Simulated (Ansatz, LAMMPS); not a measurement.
# Glassy 57SiO2-27Al2O3-16BaO (mol %) (149 atoms): a single point, part 2 of 2

Aim: energy, forces, charges and density of states of glassy 57SiO2-27Al2O3-16BaO (mol %) (149 atoms) at a fixed geometry.

Ansatz 0.2.0; Kohn-Sham DFT, PBE, PAW (set soft_2), plane waves.

The cell: 25 Si, 24 Al, 7 Ba and 93 O. The quench rate of 25 K/ps is orders of magnitude faster than experiment. The network of bonds at the start is that of the classical potential that made the cell. Sampling is at Γ alone, for a cell whose shortest periodic width is 13 Å. Spin–orbit coupling is left out.

So far. Step 3 (Plane-wave single point): Between -26 and -14 eV lie 186 more states.

## (3) Plane-wave single point (continued)

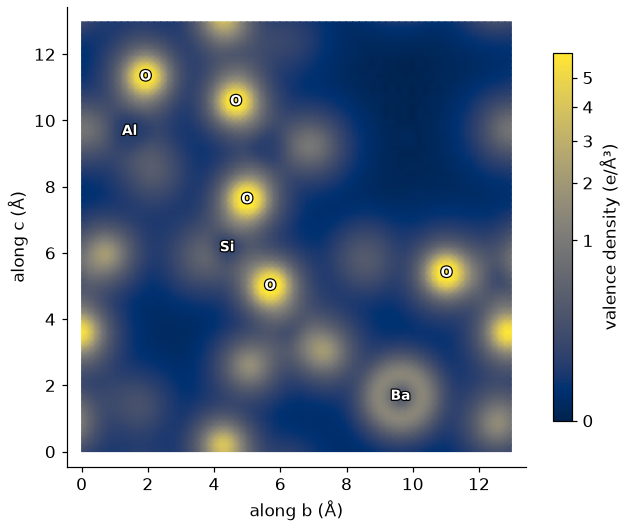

Valence density in the bc plane at fractional x = 0.432, with atoms of Si and Al and Ba and O within 0.2 Å of it. It is the smooth field of the valence electrons, not physical close to the nuclei. The map starts off the cell's origin, so that atoms lie inside it. The colour scale is stretched toward low values.

Mean Löwdin charges: Al +1.33, Ba +1.91, O -0.85, Si +1.74 e (they miss 1.2 % of the electrons, so they add up to more than the cell's charge).

## (4) Local order

Bonds and neighbours are counted at the geometry of the runs.

Density 2.88 g/cm³, 14.67 Å³ an atom.

g(r), total and by pair (bins of 0.2 Å):

| r (Å) | total | O-O | O-Si | O-Al | O-Ba | Si-Si | Si-Al |
| --- | --- | --- | --- | --- | --- | --- | --- |
| 1.50 | 1.12 | 0.00 | 5.35 | 0.00 | 0.00 | 0.00 | 0.00 |
| 1.70 | 3.55 | 0.00 | 8.80 | 8.54 | 0.00 | 0.00 | 0.00 |
| 1.90 | 0.64 | 0.00 | 0.11 | 3.08 | 0.00 | 0.00 | 0.00 |
| 2.10 | 0.11 | 0.00 | 0.00 | 0.53 | 0.00 | 0.00 | 0.00 |
| 2.30 | 0.01 | 0.00 | 0.00 | 0.07 | 0.00 | 0.00 | 0.00 |
| 2.50 | 0.62 | 1.56 | 0.00 | 0.06 | 0.00 | 0.00 | 0.00 |
| 2.70 | 1.81 | 4.25 | 0.00 | 0.05 | 1.98 | 0.00 | 0.00 |
| 2.90 | 1.08 | 1.86 | 0.05 | 0.37 | 1.93 | 0.31 | 1.34 |
| 3.10 | 1.13 | 0.88 | 0.39 | 0.65 | 1.69 | 5.40 | 3.46 |
| 3.30 | 0.84 | 0.61 | 0.44 | 0.88 | 0.85 | 2.12 | 2.12 |
| 3.50 | 0.83 | 0.64 | 0.84 | 1.12 | 0.65 | 0.00 | 0.49 |
| 3.70 | 0.96 | 0.60 | 1.48 | 1.40 | 1.17 | 0.00 | 0.22 |
| 3.90 | 1.17 | 0.78 | 1.84 | 1.31 | 1.32 | 0.54 | 0.77 |
| 4.10 | 1.15 | 0.61 | 1.92 | 1.70 | 0.63 | 0.66 | 0.59 |
| 4.30 | 1.23 | 0.75 | 1.67 | 2.01 | 0.86 | 0.90 | 0.79 |
| 4.50 | 0.97 | 0.85 | 1.02 | 1.23 | 0.66 | 1.23 | 0.79 |
| 4.70 | 1.01 | 1.11 | 0.90 | 0.93 | 0.78 | 1.27 | 1.31 |
| 4.90 | 1.03 | 1.44 | 0.64 | 0.52 | 1.44 | 1.27 | 1.33 |
| 5.10 | 1.12 | 1.56 | 0.60 | 0.81 | 1.17 | 1.62 | 0.84 |
| 5.30 | 1.03 | 1.38 | 0.62 | 0.75 | 1.09 | 0.80 | 1.40 |
| 5.50 | 0.95 | 1.15 | 0.73 | 0.79 | 0.88 | 1.19 | 0.72 |
| 5.70 | 0.96 | 0.93 | 1.07 | 0.81 | 0.91 | 1.12 | 1.21 |
| 5.90 | 0.85 | 0.65 | 0.89 | 1.12 | 0.85 | 1.04 | 0.88 |
| 6.10 | 1.00 | 0.83 | 1.20 | 1.12 | 0.86 | 0.68 | 1.33 |
| 6.30 | 0.92 | 0.74 | 1.31 | 0.93 | 1.08 | 0.76 | 0.66 |

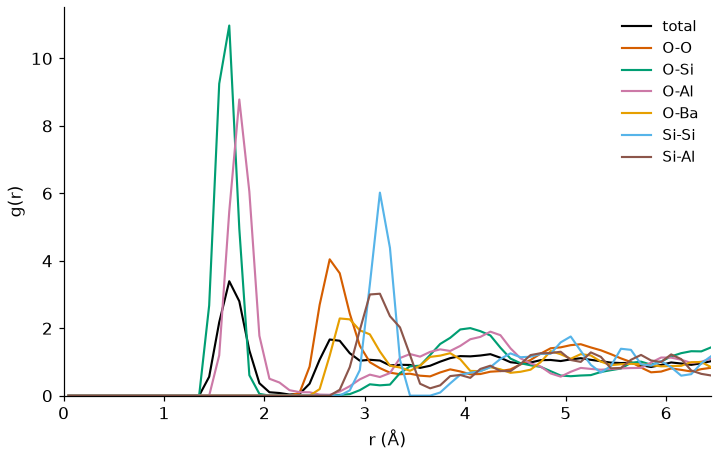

Pair distribution functions, lightly smoothed.

Bonds by pair of elements; cutoffs follow the first minimum of g(r), held within bounds set by covalent radii, and pairs that aren't listed don't count as bonded:

| pair A-B | cutoff (Å) | bonds | mean length (Å) | spread (Å) | shortest (Å) | B about A | A about B |
| --- | --- | --- | --- | --- | --- | --- | --- |
| O-Si | 2.16 | 100 | 1.62 | 0.054 | 1.52 | 1.07 | 4 |
| O-Al | 2.49 | 100 | 1.80 | 0.139 | 1.63 | 1.07 | 4.17 |
| O-Ba | 3.29 | 36 | 2.91 | 0.16 | 2.65 | 0.387 | 5.14 |

How many atoms have how many bonded neighbours:

| element | mean | 2 | 3 | 4 | 5 | 6 | 7 |
| --- | --- | --- | --- | --- | --- | --- | --- |
| Al | 4.17 | 0 | 0 | 21 | 2 | 1 | 0 |
| Ba | 5.14 | 0 | 0 | 3 | 1 | 2 | 1 |
| O | 2.54 | 47 | 42 | 4 | 0 | 0 | 0 |
| Si | 4 | 0 | 0 | 25 | 0 | 0 | 0 |

Bond angles (no mean is given where the spread exceeds 20°):

| angle | count | mean (°) | spread (°) |
| --- | --- | --- | --- |
| O-Al-O | 161 | 108 | 16.8 |
| O-Si-O | 150 | 109 | 6.2 |
| O-Ba-O | 79 | - | - |
| Al-O-Si | 50 | 139 | 19.5 |
| Al-O-Al | 49 | 121 | 20 |

Oxygen atoms by the number of network formers (Si, P, Ge, B, Al, As, Ga) bound to them:

| network formers bound to O | O atoms | per cent |
| --- | --- | --- |
| 0 | 0 | 0 |
| 1 | 5 | 5.4 |
| 2 | 70 | 75.3 |
| 3 | 17 | 18.3 |
| 4 | 1 | 1.1 |

Network units: each former by its oxygen neighbours and how many of them bridge to another former:

| former | O neighbours | bridging O | atoms |
| --- | --- | --- | --- |
| Si | 4 | 3 | 5 |
| Si | 4 | 4 | 20 |
| Al | 4 | 4 | 21 |
| Al | 5 | 5 | 2 |
| Al | 6 | 6 | 1 |

Bond length by coordination (bonds to H left out):

| element | coordination | atoms | mean bond length (Å) |
| --- | --- | --- | --- |
| Al | 4 | 21 | 1.77 |
| Al | 5 | 2 | 1.90 |
| Al | 6 | 1 | 1.96 |
| Ba | 4 | 3 | 2.88 |
| Ba | 5 | 1 | 2.95 |
| Ba | 6 | 2 | 2.87 |
| Ba | 7 | 1 | 3.02 |
| O | 2 | 47 | 1.66 |
| O | 3 | 42 | 2.03 |
| O | 4 | 4 | 2.19 |

Rings of the network by King's shortest-path rule, up to 12 atoms, one path for each pair of neighbours; H, halogens, alkali and alkaline-earth atoms are left out, and the last column divides by all other atoms, bonded or not:

| ring size (atoms) | rings | per network atom |
| --- | --- | --- |
| 4 | 4 | 0.028 |
| 6 | 19 | 0.134 |
| 8 | 27 | 0.19 |
| 10 | 37 | 0.261 |
| 12 | 32 | 0.225 |

With the cutoffs above, 88 % of Al atoms have 4, 43 % of Ba atoms have 4, 51 % of O atoms have 2 and all Si atoms have 4 bonded neighbours. The O-Al-O angle averages 108° with a spread of 17°. 75 % of the oxygens bridge two formers (Si and Al) and 5 % are non-bridging; 18 % join three; 1 % join four. The commonest Si unit has 4 oxygens, 4 of them shared with other formers (20 of 25 atoms). Rings of 10 atoms are the most common (31 % of those counted); sizes run from 4 to 12, where the search stops.

A closer look about Si3, which bears the longest force: 14 atoms, nearest first, numbered in the order of the input, with positions taken from that point.

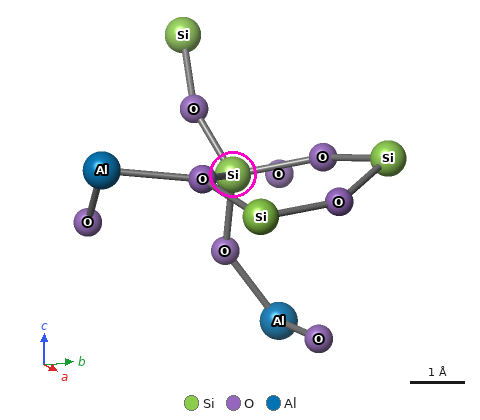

The atoms of the table, within 3.4 Å (arrows a, b, c point along x, y, z); some may hide others; the central atom is ringed.

| atom | x | y | z | distance (Å) | bonds | Löwdin charge (e) | Fx | Fy | Fz (eV/Å) |
| --- | --- | --- | --- | --- | --- | --- | --- | --- | --- |
| Si3 | 0.00 | 0.00 | 0.00 | 0.00 | 4 | 1.76 | 3.75 | 2.36 | -2.16 |
| O78 | -1.03 | -0.38 | 1.07 | 1.53 | 2 | -0.79 | -1.39 | -1.91 | 0.70 |
| O146 | -0.43 | 0.01 | -1.53 | 1.59 | 2 | -0.85 | -1.36 | -0.91 | 0.59 |
| O123 | 0.62 | 1.56 | 0.34 | 1.71 | 2 | -0.79 | -0.89 | -0.01 | -0.63 |
| O73 | 1.30 | -1.09 | 0.27 | 1.72 | 3 | -0.77 | 0.49 | 0.74 | 0.29 |
| O97 | -0.43 | -2.71 | -0.78 | 2.86 | 2 | -0.93 | -2.05 | 0.11 | -0.15 |
| Al26 | 0.67 | -2.86 | 0.44 | 2.97 | 4 | 1.38 | 1.33 | 0.18 | 0.57 |
| Si10 | -2.08 | -0.21 | 2.24 | 3.07 | 4 | 1.76 | -0.79 | 1.44 | 1.34 |
| Si17 | 3.03 | -0.59 | -0.13 | 3.09 | 4 | 1.78 | -2.31 | 0.33 | 2.97 |
| Al35 | -0.30 | 1.02 | -2.92 | 3.11 | 4 | 1.38 | 0.80 | -1.27 | -1.08 |
| O119 | 2.99 | 0.98 | 0.02 | 3.14 | 2 | -0.79 | 0.50 | 2.17 | -0.19 |
| Si21 | 2.08 | 2.29 | 0.56 | 3.15 | 4 | 1.76 | -0.09 | -2.99 | 1.39 |
| O135 | -2.67 | 1.93 | -0.68 | 3.36 | 2 | -0.82 | 0.01 | -0.42 | -0.66 |
| O60 | 1.40 | 1.17 | -2.92 | 3.45 | 2 | -0.84 | 0.53 | 1.01 | 1.01 |

The column of bonds counts only the pairs O-Si within 2.16 Å, O-Al within 2.49 Å, O-Ba within 3.29 Å; other neighbours, such as metal atoms beside each other in a compound, aren't counted, and periodic images can show an atom twice.

## (5) Results

| Property | Result |
| --- | --- |
| free energy per atom | -828.1249 eV/atom |
| pressure | 3.119 GPa |
| r.m.s. force component | 1.166 eV/Å |
| gap (highest filled to lowest empty level) | 2.606 eV |
| wall time of the 1 DFT run | 66 s |

In words: The highest filled and lowest empty levels differ by 2.61 eV (at Γ alone); a semilocal functional tends to put such gaps too low. In a disordered cell it changes from sample to sample, and tail or defect levels can set it. With the cutoffs above, 88 % of Al atoms have 4, 43 % of Ba atoms have 4, 51 % of O atoms have 2 and all Si atoms have 4 bonded neighbours. 75 % of the oxygens bridge two formers (Si and Al) and 5 % are non-bridging; 18 % join three; 1 % join four.

**Limits.** The force components of 1.2 eV/Å r.m.s. hold both thermal displacement and the mismatch between the potential that made the cell and DFT. The pressure of 3.1 GPa is that of one thermal frame, in which the classical model's bond lengths enter as well as the volume, without the kinetic term.

[Hosts, paths, dates, database ids (printed as entryN), source tags and the programs' standing remarks are cut or masked in the printed files.]
